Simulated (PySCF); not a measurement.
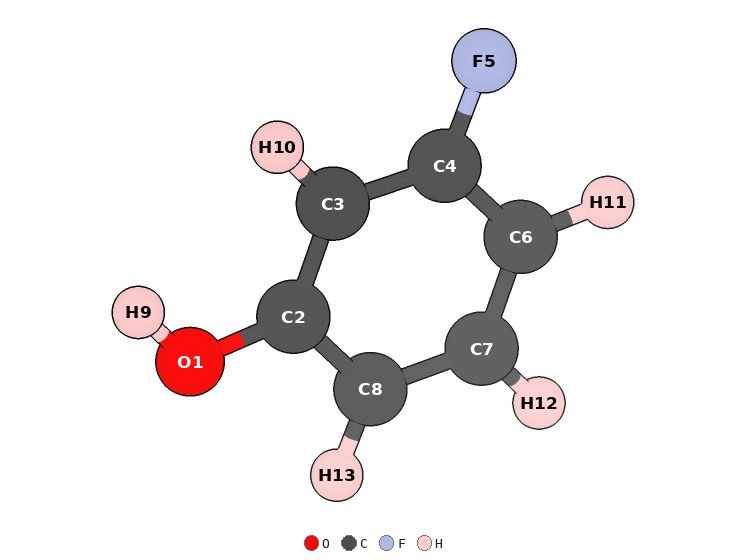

Charge +1, doublet. Computed geometry: GFN2-xTB optimisation. No frequency run is at hand to confirm it as a minimum. Level of theory: UKS B3LYP, pcH-1 on C F H O, non-relativistic (PySCF 2.14.0). Fermi-contact and spin-dipolar terms alone, no spin-orbit part.

### Which nucleus has the largest dipolar (anisotropic) hyperfine coupling?

19F at F5: principal values −59.1, −54.2, 113.3 MHz.

List the isotropic and dipolar parts for the most strongly coupled nuclei, one of each equivalent set.

| atom | isotope | a_iso (MHz) | dipolar part (MHz) |
| --- | --- | --- | --- |
| F5 | 19F | 20.4 | −59.1, −54.2, 113.3 |
| C6 | 13C | 34.9 | −37.0, −35.6, 72.6 |
| O1 | 17O | −18.0 | −62.2, 30.4, 31.8 |
| C8 | 13C | 23.3 | −28.0, −26.7, 54.8 |
| C2 | 13C | −1.8 | −17.1, −15.2, 32.3 |
| H9 | 1H | −14.6 | −13.6, −6.4, 19.9 |
| H11 | 1H | −30.4 | −17.2, −2.3, 19.5 |
| C7 | 13C | −28.3 | −18.6, 8.3, 10.3 |
